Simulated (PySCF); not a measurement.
# Ge₃H₈: NMR shifts and spin-spin couplings

What NMR shifts and spin-spin couplings should Ge₃H₈ (`[GeH3][GeH2][GeH3]`) show?

The runs use PySCF 2.14.0, with density-fitted response routines of our own; the level of theory stands in each step. All values are computed, except where a source is named. Atoms count from 0, in the outputs and in this text.

**1. Starting geometry**

11 atoms, charge 0, multiplicity 1; geometry from: GFN2-xTB.

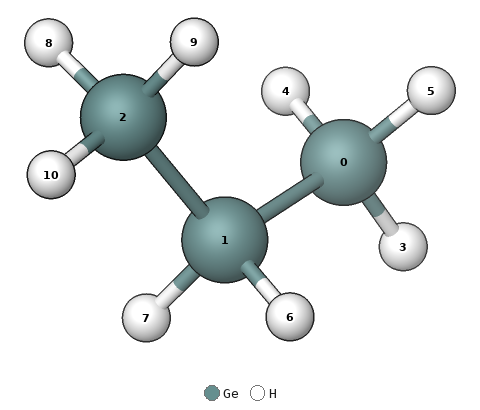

The starting geometry (germanium teal, hydrogen white), atoms numbered.

**2. Nuclear shieldings: PBE0/pcSseg-1**

Job settings and geometry (Å):

```
{"job": {"kind": "nmr", "xc": "PBE0", "basis": "pcSseg-1"}, "charge": 0, "multiplicity": 1}
Ge     1.938264     0.715613    -0.024604
Ge     0.162874    -0.869371    -0.107544
Ge    -2.063248    -0.051227     0.100110
H      3.295539     0.094439    -0.167679
H      1.862331     1.756553    -1.102155
H      1.988252     1.491671     1.258282
H      0.399575    -1.928953     0.945154
H      0.279811    -1.670582    -1.384760
H     -2.441033     0.931152    -0.968422
H     -2.316527     0.665921     1.392812
H     -3.100413    -1.132545     0.032842
```

With the program's defaults for keys left out, this is: GIAO PBE0/pcSseg-1 NMR shielding, non-relativistic, gas phase.

The log of the run:

```text
coarse grid: 42024 points
cycle   1  E = -6234.2627793094  dE = -2.007e+00  |g| = 1.402e+00  |ddm| = 3.207e+00
cycle   2  E = -6234.2372530103  dE =  2.553e-02  |g| = 1.324e+00  |ddm| = 1.089e+00
cycle   3  E = -6234.3592107119  dE = -1.220e-01  |g| = 1.212e-01  |ddm| = 7.233e-01
cycle   4  E = -6234.3607487409  dE = -1.538e-03  |g| = 1.806e-02  |ddm| = 1.060e-01
cycle   5  E = -6234.3608449689  dE = -9.623e-05  |g| = 4.206e-03  |ddm| = 2.452e-02
cycle   6  E = -6234.3608467616  dE = -1.793e-06  |g| = 1.214e-03  |ddm| = 3.151e-03
final grid: 82096 points
cycle   7  E = -6234.3608069325  dE = -5.388e-08  |g| = 1.333e-03  |ddm| = 2.503e-03
cycle   8  E = -6234.3608069029  dE =  2.965e-08  |g| = 1.565e-03  |ddm| = 2.152e-03
cycle   9  E = -6234.3608072076  dE = -3.047e-07  |g| = 1.163e-04  |ddm| = 1.044e-03
cycle  10  E = -6234.3608072098  dE = -2.186e-09  |g| = 5.223e-06  |ddm| = 9.540e-05
cycle  11  E = -6234.3608072098  dE =  2.001e-11  |g| = 2.920e-06  |ddm| = 7.835e-06
converged SCF energy = -6234.3608072098

GIAO shielding tensors (ppm)
atom      isotropic    diamagn.    paramagn.     s11        s22        s33       span
  0 Ge    1673.439    2755.141   -1081.702   1643.312   1656.982   1720.024     76.712
  1 Ge    1697.932    2755.779   -1057.847   1677.267   1684.354   1732.175     54.908
  2 Ge    1673.346    2755.156   -1081.810   1643.545   1657.141   1719.352     75.807
  3 H       28.283      28.548      -0.265     21.083     22.401     41.364     20.282
  4 H       28.425      28.799      -0.374     21.257     23.203     40.816     19.559
  5 H       28.424      28.796      -0.373     21.256     23.198     40.817     19.561
  6 H       28.300      29.270      -0.970     20.768     22.978     41.153     20.385
  7 H       28.300      29.270      -0.970     20.766     22.978     41.156     20.390
  8 H       28.426      28.802      -0.376     21.253     23.203     40.821     19.567
  9 H       28.426      28.802      -0.376     21.254     23.205     40.819     19.566
 10 H       28.276      28.541      -0.265     21.077     22.399     41.352     20.275
```

Run time: 21 s. Hardware: 1 thread, shared host.

Shifts follow as δ = σ(reference) − σ, with reference shieldings (ppm) from runs at the same level and on the same kind of geometry: 1H TMS 31.72, 73Ge GeMe4 1331. The references are single molecules in the gas phase. Atoms listed in one row are averaged.

```csv
atoms,environment,σ (ppm),δ (ppm)
"H6, H7",hydrogen on a germanium bonded to 2 Ge,28.30,3.42
"H3, H4, H5, H8, H9, H10",hydrogen on a germanium bonded to Ge,28.38,3.34
"Ge0, Ge2","germanium bonded to Ge, 3 H",1673,-342
Ge1,"germanium bonded to 2 Ge, 2 H",1698,-367
```

The run also stored atomic charges by several schemes (e):

```csv
atoms,Mulliken,IAO,Hirshfeld,ESP fit
"Ge0, Ge2",0.02,0.22,0.20,0.15
Ge1,-0.11,0.10,0.15,0.05
```

ESP fit charges:

```csv
atom,value (e)
Ge0,0.15
Ge1,0.05
Ge2,0.14
H3,-0.04
H4,-0.05
H5,-0.05
H6,-0.03
H7,-0.03
H8,-0.05
H9,-0.05
H10,-0.04
```

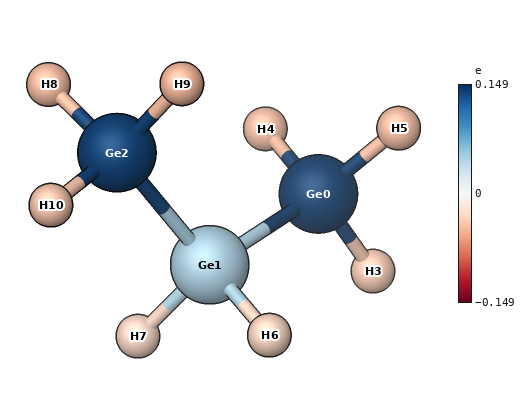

ESP fit charges, as colours on the atoms.

Mayer bond orders: Ge0–Ge1 0.91, Ge1–Ge2 0.91.

**3. Indirect couplings: B3LYP/pcSseg-1+pcJ-1**

Same as in step 2 but for these lines:

```diff
@@ -1,2 +1,2 @@
-{"job": {"kind": "nmr", "xc": "PBE0", "basis": "pcSseg-1"}, "charge": 0, "multiplicity": 1}
+{"job": {"kind": "j", "xc": "B3LYP", "basis": "pcJ-1"}, "charge": 0, "multiplicity": 1}
 Ge     1.938264     0.715613    -0.024604
```

Method: B3LYP/pcJ-1 Ge:pcSseg-1 indirect spin-spin coupling, non-relativistic, gas phase.

The log of the run:

```text
coarse grid: 42024 points
cycle   1  E = -6235.2114454348  dE = -1.982e+00  |g| = 1.512e+00  |ddm| = 2.992e+00
cycle   2  E = -6235.1675757567  dE =  4.387e-02  |g| = 1.500e+00  |ddm| = 1.216e+00
cycle   3  E = -6235.3253968636  dE = -1.578e-01  |g| = 1.348e-01  |ddm| = 8.442e-01
cycle   4  E = -6235.3274486626  dE = -2.052e-03  |g| = 2.525e-02  |ddm| = 1.368e-01
cycle   5  E = -6235.3276446032  dE = -1.959e-04  |g| = 5.611e-03  |ddm| = 3.450e-02
cycle   6  E = -6235.3276478912  dE = -3.288e-06  |g| = 1.514e-03  |ddm| = 4.533e-03
final grid: 82096 points
cycle   7  E = -6235.3276029917  dE = -9.699e-09  |g| = 1.739e-03  |ddm| = 3.088e-03
cycle   8  E = -6235.3276028761  dE =  1.156e-07  |g| = 2.132e-03  |ddm| = 2.954e-03
cycle   9  E = -6235.3276034803  dE = -6.042e-07  |g| = 1.707e-04  |ddm| = 1.490e-03
cycle  10  E = -6235.3276034845  dE = -4.145e-09  |g| = 6.830e-06  |ddm| = 1.254e-04
cycle  11  E = -6235.3276034845  dE = -3.638e-11  |g| = 3.154e-06  |ddm| = 9.665e-06
converged SCF energy = -6235.3276034845

Indirect spin-spin couplings (Hz)
  i      j    bonds     total        FC       PSO       DSO        SD
  3 H    4 H    2      0.142     2.710     1.156    -3.724         -
  3 H    5 H    2      0.189     2.766     1.159    -3.736         -
  3 H    6 H    3     -0.909    -0.505     0.219    -0.623         -
  3 H    7 H    3     -0.888    -0.494     0.216    -0.610         -
  3 H    8 H    4     -1.734    -0.341     0.563    -1.956         -
  3 H    9 H    4     -1.733    -0.339     0.564    -1.958         -
  3 H   10 H    4      4.840     6.356     0.617    -2.134         -
  4 H    5 H    2     -1.261     1.205     1.122    -3.588         -
  4 H    6 H    3     15.424    18.369     1.122    -4.067         -
  4 H    7 H    3     -1.554    -0.908     0.308    -0.954         -
  4 H    8 H    4      0.377    -0.145    -0.186     0.708         -
  4 H    9 H    4     -0.387     0.149     0.245    -0.781         -
  4 H   10 H    4     -1.734    -0.341     0.563    -1.956         -
  5 H    6 H    3     -1.539    -0.897     0.306    -0.947         -
  5 H    7 H    3     15.407    18.351     1.122    -4.066         -
  5 H    8 H    4     -0.390     0.148     0.245    -0.782         -
  5 H    9 H    4      0.374    -0.146    -0.186     0.705         -
  5 H   10 H    4     -1.729    -0.335     0.563    -1.957         -
  6 H    7 H    2     -4.292    -2.668     0.853    -2.477         -
  6 H    8 H    3     15.435    18.382     1.123    -4.069         -
  6 H    9 H    3     -1.541    -0.902     0.305    -0.945         -
  6 H   10 H    3     -0.909    -0.505     0.219    -0.622         -
  7 H    8 H    3     -1.559    -0.910     0.309    -0.958         -
  7 H    9 H    3     15.441    18.387     1.123    -4.069         -
  7 H   10 H    3     -0.905    -0.501     0.219    -0.623         -
  8 H    9 H    2     -1.191     1.288     1.127    -3.606         -
  8 H   10 H    2      0.217     2.797     1.160    -3.739         -
  9 H   10 H    2      0.223     2.807     1.161    -3.745         -
```

Wall time 40 s (1 thread, shared host).

A choice of the couplings up to four bonds, sorted by the number of bonds, with means over like pairs; isotopes 1H:

```csv
pair,bonds,J (Hz),Fermi contact (Hz)
H6–H7,2,-4.3,-2.7
H3–H6,3,4.3,5.7
```

The spin-dipole term was not solved, so all couplings lack that part.

The response was solved for the nuclei of H alone, so couplings that need other nuclei can be missing.

Quadrupole couplings from the field gradients of the same density:

```csv
atom,isotope,eQq/h (MHz),η
Ge1,73Ge,-14.0,0.13
Ge2,73Ge,-12.4,0.03
Ge0,73Ge,-12.2,0.04
```

Shifts (PBE0/pcSseg-1, unscaled) and these couplings together give the proton spectrum at 500 MHz below.

1H NMR δ 3.42 (sept, J = 4.3 Hz, 2H), 3.34 (t, J = 4.3 Hz, 6H). The letters are first-order; like nuclei with unlike couplings give more lines.

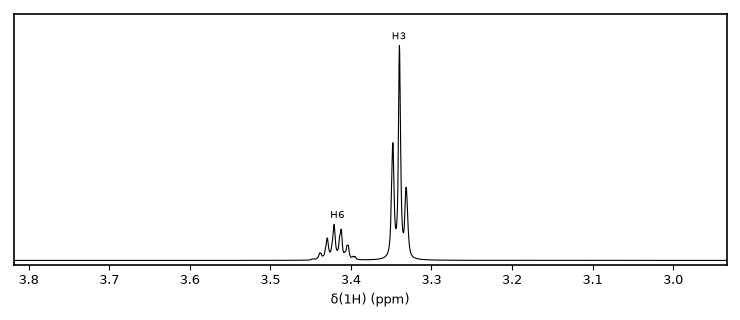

Simulated proton spectrum at 500 MHz, by exact diagonalisation of each spin system; lines 1.2 Hz wide, exchangeable protons uncoupled.

**4. Summary of results**

| quantity | value |
| --- | --- |
| 1H shifts against TMS (PBE0/pcSseg-1, means over atoms taken as alike) | 3.42, 3.34 ppm |
| 73Ge shifts against GeMe4 (PBE0/pcSseg-1, means over atoms taken as alike) | -342, -367 ppm |
| largest coupling of the table (B3LYP/pcSseg-1+pcJ-1) | 3J(H,H) H3–H6, 4.3 Hz |

What this shows: At PBE0/pcSseg-1: The largest span, 76 ppm, is at Ge0, Ge2, where the paramagnetic term is -1082 ppm. Of the pairs tabulated at B3LYP/pcSseg-1+pcJ-1, H3–H6 (mean over like pairs) couples most strongly (4.3 Hz; Fermi contact 5.7 Hz). Spin-orbit coupling is left out, which matters for shieldings and couplings at and beside the heavy atoms.
